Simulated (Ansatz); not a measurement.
# Calculations on Si₂H₄O₂

### Relaxation

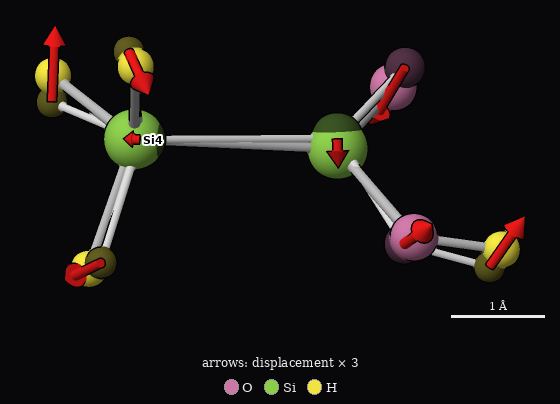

This is a relaxation of Si$_{2}$H$_{4}$O$_{2}$. The starting structure is drawn faded, the final one solid; red arrows show the displacements, 3 times their true length. The two geometries are superimposed by the best rigid fit.

The picture is a ball-and-stick view, seen from a free direction.

The run prepares an end point of a later path (torsion) calculation, from a guessed geometry.

All numbers below come from Ansatz, RKS PBE-D4/def2-SVP.

Input file:
```yaml
crystal:
  periodic: [false, false, false]
  atoms:
    - { symbol: O, position_ang: [1.36489, -1.58067, 1.36385] }
    - { symbol: Si, position_ang: [0.79761, -0.48395, 0.49236] }
    - { symbol: O, position_ang: [1.72123, 0.68667, -0.14927] }
    - { symbol: Si, position_ang: [-1.2744, 0.0697, -0.29411] }
    - { symbol: H, position_ang: [2.665, 0.7489, -0.01266] }
    - { symbol: H, position_ang: [-1.52226, -0.57114, -1.59392] }
    - { symbol: H, position_ang: [-2.30032, -0.38878, 0.65039] }
    - { symbol: H, position_ang: [-1.45176, 1.51927, -0.45665] }
basis:
  gaussian: { orbitals: def2-SVP }
hamiltonian:
  xc: pbe
  dispersion: d4
relax:
  f_tol: 0.015
  max_steps: 40
```

Launched with:
```bash
ansatz run input.yaml --threads 1 --pin off --max-ram 2048MiB --backend cpu --events-out ev --progress --plain --runs-dir out
```

### What happened in the run?

O1 moves most after the best rigid fit: 0.32 Å. Largest moves by element: O 0.32 Å, H 0.28 Å, Si 0.11 Å. Among the contacts that change: Si2–Si4 2.284 → 2.348 Å, Si2–O3 1.623 → 1.667 Å, O1–Si2 1.511 → 1.551 Å, Si4–H6 1.470 → 1.504 Å. Bond angles that change, for instance: Si2–O3–H5 123.5° → 114.6°, O1–Si2–Si4 135.6° → 129.3°, Si2–Si4–H8 112.7° → 109.1°. Groups turn about Si2–Si4 by about 20°. After 16 accepted moves (17 points after the start) the energy has fallen by 4.52 kcal/mol. The largest force component goes from 1.8 to 0.014 eV/Å. The line search rejected the trial step at point 3 of the run. The forces were under the threshold at step 6, but the run went on from there.

### Relaxation

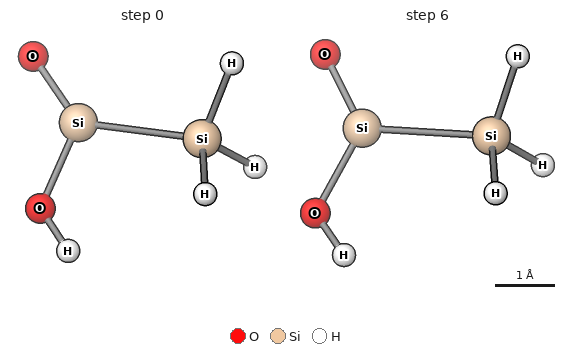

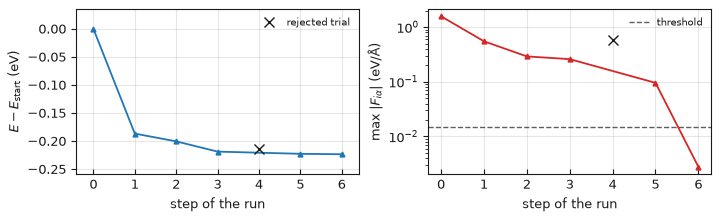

First and last geometry of a relaxation of Si2H4O2, with the history of the run. Style: ball-and-stick. Shown at a tilt.

The run prepares an end point of a later path (torsion) calculation, from a guessed geometry.

Computed with RKS PBE-D4/def2-SVP (Ansatz). Settings: no spin polarisation; force threshold 0.015 eV/Å; at most 40 steps.

**Did the run converge, and what did it change?**

It converged. The atom that moves furthest after the best rigid fit is an O atom (0.20 Å). Largest moves by element: O 0.20 Å, H 0.17 Å, Si 0.10 Å. Near-neighbour distances that change, for instance: Si–Si 2.284 → 2.357 Å, O–Si 1.623 → 1.664 Å, O–Si 1.511 → 1.548 Å, H–Si 1.469 → 1.506 Å. Among the angles between lasting bonds that change: O–Si–Si 135.6° → 124.8°, O–Si–Si 101.8° → 111.8°, Si–O–H 123.5° → 116.1°. After 5 accepted moves (6 points after the start) the energy has fallen by 0.223 eV. The largest force component goes from 1.6 to 0.0028 eV/Å. The line search rejected the trial step at point 4 of the run.

| step | E − E(0), eV | largest force component, eV/Å | note |
| --- | --- | --- | --- |
| 0 | 0.0000 | 1.5756 |  |
| 1 | -0.1867 | 0.5505 |  |
| 2 | -0.2005 | 0.2908 |  |
| 3 | -0.2188 | 0.2592 |  |
| 4 | -0.2150 | 0.5726 | rejected |
| 5 | -0.2227 | 0.0956 |  |
| 6 | -0.2235 | 0.0028 |  |

### Path

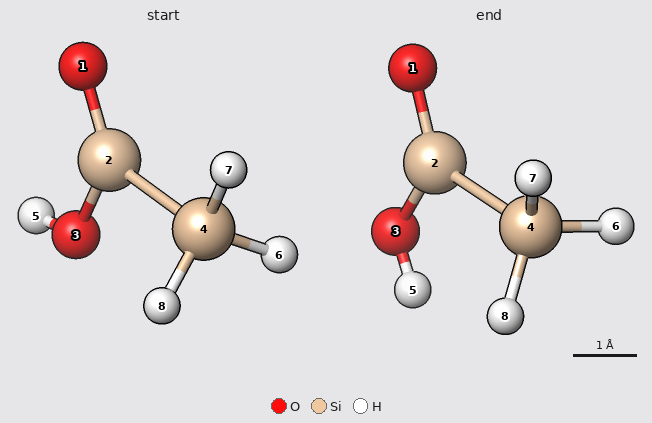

The two relaxed end points of a path for Si$_{2}$H$_{4}$O$_{2}$. The picture is a ball-and-stick view, seen from a free direction.

Computed with RKS PBE-D4/def2-SVP in Ansatz 0.2.0.

Input
```yaml
crystal:
  periodic: [false, false, false]
  atoms:
    - { symbol: O, position_ang: [1.268015, -1.395423, 1.609551] }
    - { symbol: Si, position_ang: [0.819497, -0.378995, 0.526702] }
    - { symbol: O, position_ang: [1.815354, 0.638795, -0.340461] }
    - { symbol: Si, position_ang: [-1.336741, 0.073927, -0.285676] }
    - { symbol: H, position_ang: [2.765695, 0.560741, -0.124103] }
    - { symbol: H, position_ang: [-1.416782, -0.398909, -1.710674] }
    - { symbol: H, position_ang: [-2.335848, -0.656288, 0.561152] }
    - { symbol: H, position_ang: [-1.579199, 1.556151, -0.2365] }
basis:
  gaussian: { orbitals: def2-SVP }
hamiltonian:
  xc: pbe
  dispersion: d4
neb:
  order_check: false
  images: 7
  f_tol: 0.03
  max_iterations: 60
  initial_path: idpp
  final_atoms:
    - { symbol: O, position_ang: [1.14865673, -1.78622915, 1.51170661] }
    - { symbol: Si, position_ang: [0.90950777, -0.56061789, 0.59662378] }
    - { symbol: O, position_ang: [2.12907769, 0.44081938, 0.06726316] }
    - { symbol: Si, position_ang: [-1.18596995, 0.07922124, -0.27355121] }
    - { symbol: H, position_ang: [1.8541449, 1.19801843, -0.48244903] }
    - { symbol: H, position_ang: [-1.35111295, -0.57540363, -1.6181358] }
    - { symbol: H, position_ang: [-2.27150661, -0.36863881, 0.65867133] }
    - { symbol: H, position_ang: [-1.23280657, 1.57282943, -0.46013783] }
```

Run as
```bash
ansatz run input.yaml --threads 1 --pin off --max-ram 2048MiB --backend cpu --events-out ev --progress --plain --runs-dir out
```

**What barrier does the band find between them, and by what path?**

Forward barrier 27.8 kJ/mol, backward barrier 11.6 kJ/mol, with image 4 at the top; the reaction energy is +16.1 kJ/mol. The motion is a rotation about the Si2–O3 bond by about 180°. No bond forms or breaks between the ends. Among the angles between lasting bonds that change up to the highest image: Si2–O3–H5 114.6° → 121.9°, O3–Si2–Si4 104.5° → 108.6°. The band converged in 19 iterations, with a climbing image at the top.

Energies of the converged images:

| image | path (Å) | E (kJ/mol) |
| --- | --- | --- |
| 0 | 0.00 | 0.0 |
| 1 | 0.28 | 2.4 |
| 2 | 0.55 | 11.1 |
| 3 | 0.83 | 22.7 |
| 4 | 1.11 | 27.8 |
| 5 | 1.40 | 23.8 |
| 6 | 1.69 | 17.9 |
| 7 | 1.97 | 16.2 |
| 8 | 2.26 | 16.1 |

The geometry at the top of the path:

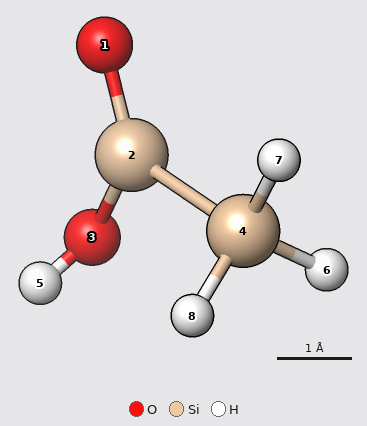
